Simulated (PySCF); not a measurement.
Consider C4H2FN2O4 (charge −1).

```yaml
atoms:
  - { symbol: O, position_ang: [2.6285, 0.0995, 2.7292] }
  - { symbol: C, position_ang: [1.6569, 0.6590, 2.3033] }
  - { symbol: O, position_ang: [1.1029, 1.7563, 2.4791] }
  - { symbol: C, position_ang: [0.8520, -0.2112, 1.0019] }
  - { symbol: N, position_ang: [-0.4392, -0.1091, 0.7069] }
  - { symbol: C, position_ang: [-0.5255, -0.8954, -0.4451] }
  - { symbol: O, position_ang: [-1.6892, -1.0383, -1.1745] }
  - { symbol: C, position_ang: [-2.7595, -0.1127, -0.9306] }
  - { symbol: F, position_ang: [-2.6971, 0.6555, -2.1049] }
  - { symbol: N, position_ang: [0.5979, -1.4295, -0.8124] }
  - { symbol: O, position_ang: [1.4309, -1.0416, 0.2116] }
  - { symbol: H, position_ang: [-3.6969, -0.6340, -1.0783] }
  - { symbol: H, position_ang: [-2.7714, 0.4633, -0.0864] }
```

Geometry: GFN2-xTB, MD frame at 250 fs, 400 K.

Level of theory: PBE0/pcSseg-1, SCF density, gas phase, non-relativistic in PySCF.

Question: What will maps of the electron density and electron localisation function show?

Answer: C–N (1.30 Å): the density is about 2.7 e/Å³ at the midpoint; the ELF peaks at about 0.90 between the atoms: a covalent bond.
N–O (1.38 Å): ρ at the midpoint is about 2.3 e/Å³; the ELF peaks at about 0.85 between the atoms: localised, covalent bonding.

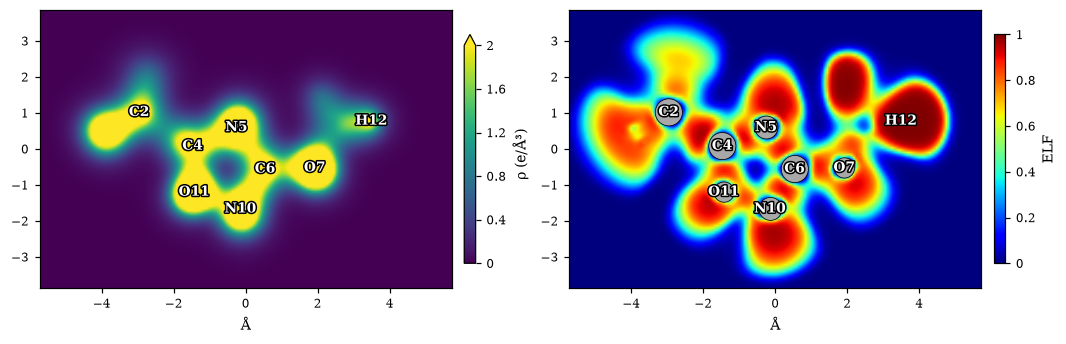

Computed electron density and electron localisation function on the plane of atoms C4, N5 and C6, in this order. Grey discs cover the atomic cores in the ELF map. 
